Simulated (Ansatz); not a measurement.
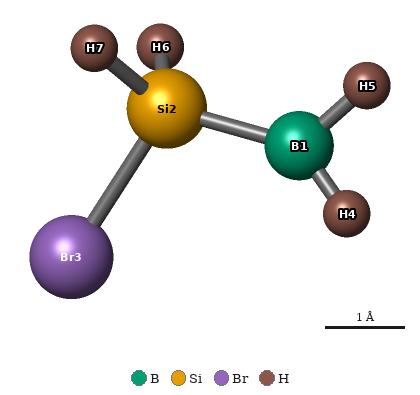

Figure 1. The input geometry (ball-and-stick view, seen at a tilt; atoms are numbered from 1 in the order of the input).

# Single-point calculation, with input and output: BSiH$_{4}$Br

System: BSiH$_{4}$Br, SMILES B[SiH2]Br.
Method: RHF-CCSD(T), frozen core/def2-TZVPP (Ansatz 0.2.0).

The geometry is a randomly displaced structure. Figures and captions count atoms from 1; the log counts them from 0 in places.

### Log
```
Functional definition: HF
  name "HF"
  cite "Fock, Z. Phys. 61, 126 (1930) doi:10.1007/BF01340294"
  parent pbe
  exchange = exact_x
  correlation = 0
1055 factors; integrals over basis functions are off by at most 1.1e-3 eV
mean field evaluation 1: about -78594.5635 eV, gradient 1.6e1 eV
mean field evaluation 2: about -78594.7153 eV, gradient 1.6e1 eV
mean field evaluation 4: about -78595.9644 eV, gradient 2.6e0 eV
mean field evaluation 8: about -78595.9873 eV, gradient 1.5e-1 eV
mean field evaluation 16: about -78595.6497 eV, gradient 5.6e0 eV
mean field -78595.98749416 eV, -2888.3492661367 hartree, gradient 3.0e-6 eV, S^2 0.000000; 0 other end points of the search recorded, 0 dependent functions left out
15 core orbitals not correlated: weight in the atoms' cores, before any rotation towards them, 1.000 or more for the frozen orbitals, at most 0.000 for the correlated occupied ones
reference -78595.98749416 eV, -2888.3492661367 hartree; 14, 14 occupied and 148, 148 virtual orbitals, 1055 factors
second order -13.58716352 eV of doubles, -0.00000000 eV of singles
cycle   1  -14.24542804 eV  change   -6.6e-1 eV  update   7.7e-2
cycle   2  -14.65611153 eV  change   -4.1e-1 eV  update   2.4e-2
cycle   3  -14.68952220 eV  change   -3.3e-2 eV  update   1.0e-2
cycle   4  -14.67975695 eV  change    9.8e-3 eV  update   3.5e-3
cycle   5  -14.68072687 eV  change   -9.7e-4 eV  update   1.4e-3
cycle   6  -14.68049196 eV  change    2.3e-4 eV  update   5.4e-4
cycle   7  -14.68032472 eV  change    1.7e-4 eV  update   2.0e-4
cycle   8  -14.68043087 eV  change   -1.1e-4 eV  update   9.1e-5
cycle   9  -14.68045222 eV  change   -2.1e-5 eV  update   3.6e-5
cycle  10  -14.68042173 eV  change    3.0e-5 eV  update   1.4e-5
cycle  11  -14.68042848 eV  change   -6.8e-6 eV  update   7.1e-6
cycle  12  -14.68043129 eV  change   -2.8e-6 eV  update   2.1e-6
```

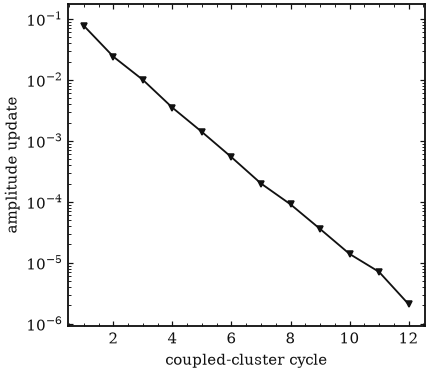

Figure 2. Convergence of the coupled-cluster equations: amplitude update against the coupled-cluster cycle. The residual falls at every step.

```
perturbative correction -0.48337140 eV, -0.0177635715 hartree
the calculation of the forces begins
Total energy: -78611.15129686 eV, -2888.9065256074 hartree
Atom 0 at    -0.910800     0.090800    -0.676900 Å, force    -1.124343     2.750318    -1.506589 eV/Å
Atom 1 at     0.609700     0.122600     0.348000 Å, force     3.356310    -2.629960     0.054996 eV/Å
Atom 2 at     1.035200    -1.969900     1.148700 Å, force    -0.085665     0.336642    -0.050334 eV/Å
Atom 3 at    -1.656900    -0.582900    -1.058100 Å, force    -1.974110    -3.622078    -0.596234 eV/Å
Atom 4 at    -1.392900     1.031700    -1.202300 Å, force     0.579601     1.283319     0.165243 eV/Å
Atom 5 at     0.622800     0.946600     1.419600 Å, force    -0.535702     1.893637     2.553059 eV/Å
Atom 6 at     1.912900     0.505300    -0.245300 Å, force    -0.216091    -0.011877    -0.620141 eV/Å
Dipole moment:    -0.208099     0.364210    -0.205542 e Å
```

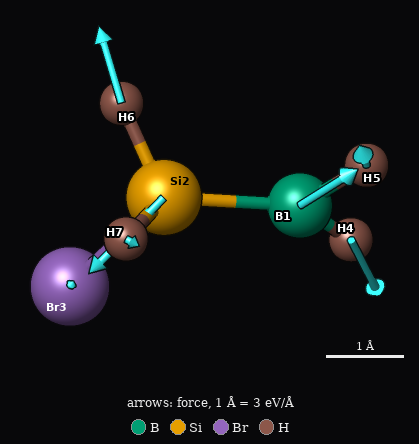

Figure 3. Forces on the atoms as teal arrows (ball-and-stick view, seen at a tilt; atoms are numbered from 1 in the order of the input). The largest act on Si2 (4.26 eV/Å); H4 (4.17 eV/Å); B1 (3.33 eV/Å); H6 (3.22 eV/Å), among others. The geometry is not a stationary point of this energy.

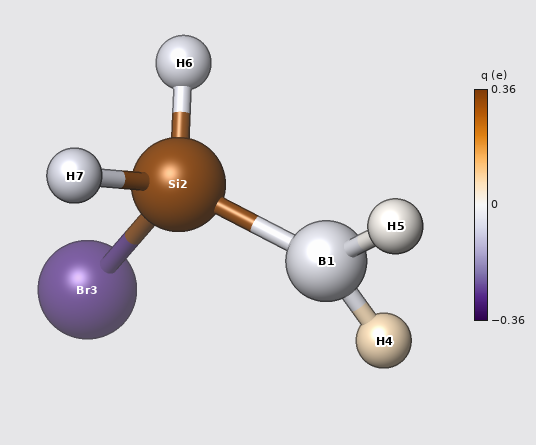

Figure 4. Mulliken charges, as the colour of each atom (ball-and-stick view, seen at a tilt; atoms are numbered from 1 in the order of the input). By element: B −0.04, Si +0.34, Br −0.28 and H −0.05 to +0.07 e.

The run was set up as follows.

### Input
```yaml
crystal:
  periodic: [false, false, false]
  atoms:
    - {symbol: B, position_ang: [-0.910800, 0.090800, -0.676900]}
    - {symbol: Si, position_ang: [0.609700, 0.122600, 0.348000]}
    - {symbol: Br, position_ang: [1.035200, -1.969900, 1.148700]}
    - {symbol: H, position_ang: [-1.656900, -0.582900, -1.058100]}
    - {symbol: H, position_ang: [-1.392900, 1.031700, -1.202300]}
    - {symbol: H, position_ang: [0.622800, 0.946600, 1.419600]}
    - {symbol: H, position_ang: [1.912900, 0.505300, -0.245300]}
basis:
  gaussian: {orbitals: def2-TZVPP}
correlation: {method: ccsd_t}
output: {forces: true}
```

### Summary

```csv
quantity,value
outcome,converged
total energy,−78611.1513 eV
mean-field energy,−78595.9875 eV
CCSD correlation,−14.6804 eV
(T) correction,−0.4834 eV
T1 diagnostic,0.009
SCF solution under orbital rotations,stable
largest force (length of the vector),4.264 eV/Å
dipole moment,2.24 D
hardware,"4 CPU threads, shared host"
wall time,2.3 min (CPU time 8.5 min)
peak memory,2.9 GiB
```
